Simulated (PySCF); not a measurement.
# C3H6BBrN2: the cost of one run

Computed with PySCF 2.14.0 and routines of our own; the level stands in each step. Atoms count from 0.

## 1. The system as given

13 atoms, charge 0, multiplicity 1; geometry from: GFN2-xTB.

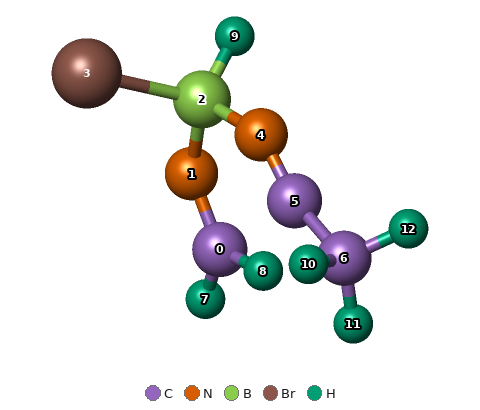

The starting geometry (carbon purple, nitrogen orange, boron green, bromine brown, hydrogen teal).

## 2. Magnetic properties: GIAO B3LYP/pcSseg-1

What the job is given:

```
{"job": {"kind": "mag", "xc": "B3LYP", "basis": "pcSseg-1", "isotopologues": 2}, "charge": 0, "multiplicity": 1}
C     -1.621354    -0.743300     0.664172
N     -1.930131     0.425253     0.449072
B     -1.110242     1.545823    -0.062669
Br    -0.831583     2.870525     1.383639
N      0.261759     0.943913    -0.349630
C      0.839223    -0.064239    -0.220626
C      1.974082    -0.946950    -0.264243
H     -2.302698    -1.468414     1.080621
H     -0.572987    -1.114603     0.428878
H     -1.547375     2.032959    -1.047306
H      2.736427    -0.560853     0.414956
H      1.723272    -1.964780     0.026678
H      2.377218    -0.954846    -1.278453
```

With the program's defaults for keys left out, this is: GIAO B3LYP/pcSseg-1 magnetisability, rotational g tensor and spin-rotation constants, non-relativistic, gas phase.

On the command line:

```bash
OMP_NUM_THREADS=1 python excited_run.py task.json out
```

One launch serves the whole session: the jobs run in the order shown.

**Question.** How long does this first job take on 1 thread of Arm Neoverse V2, shared host, and how much memory does it need?

About 23 s, with a peak of 0.79 GiB.
